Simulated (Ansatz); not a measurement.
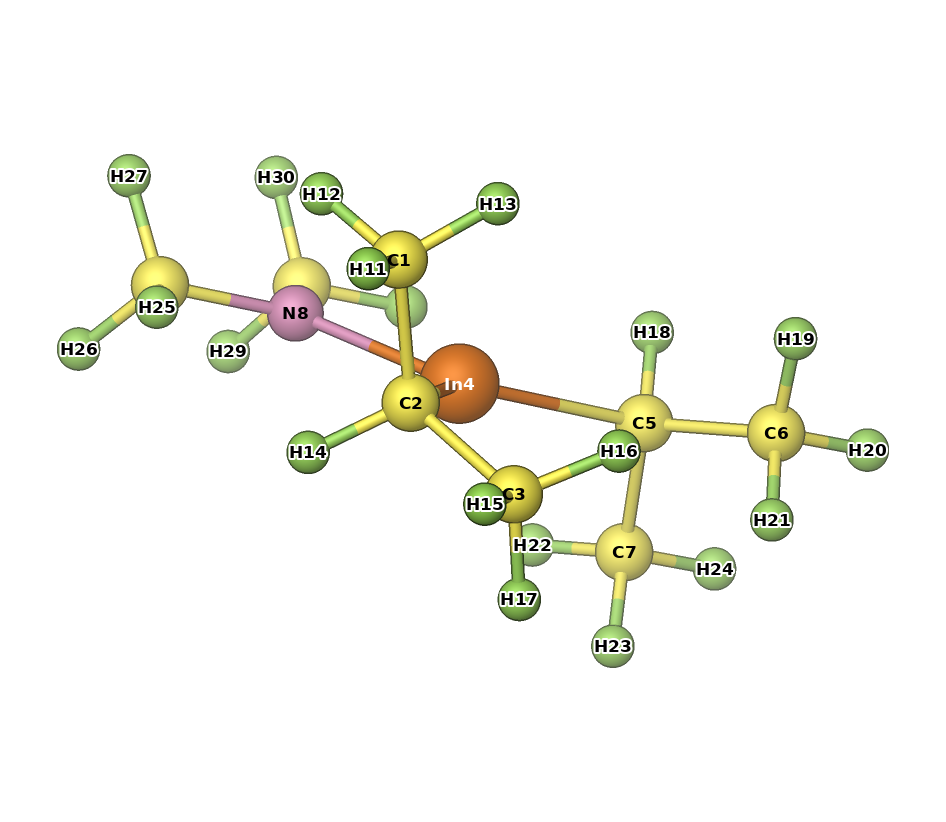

In4 lies behind C2. The molecule seen a little off the C2–In4 bond, C2 in front. Distant atoms are faded towards the background colour. The geometry was computed by an optimisation with PBE0-D4/def2-TZVP. No frequency run is at hand to confirm it as a minimum.

### What is the torsion angle C1–C2–In4–N8? The sign is positive where the front bond must turn clockwise to cover the back bond.

−72°, synclinal (gauche).
